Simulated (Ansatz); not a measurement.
# Ge (diamond structure), cut as [112] wire, round, centred on channel, 0.83 nm across

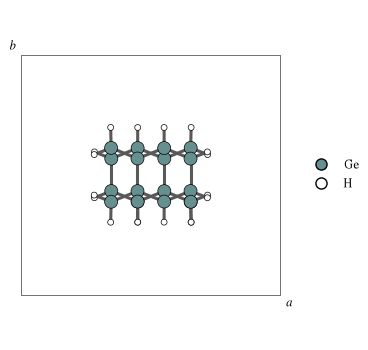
*Final geometry, one periodic cell*

These are PBE (plane waves to 420 eV, PAW; Ansatz, an electronic-structure program) values and carry that method's errors.

* **change of bonding against the cut**: none
* **number of neighbours within 2.947 Å (ending not counted)**: 2 for 4 atoms, 3 for 8 atoms, 4 for 4 atoms
* **mean Ge-Ge distance (least to greatest)**: 2.463 Å (2.452 to 2.475)
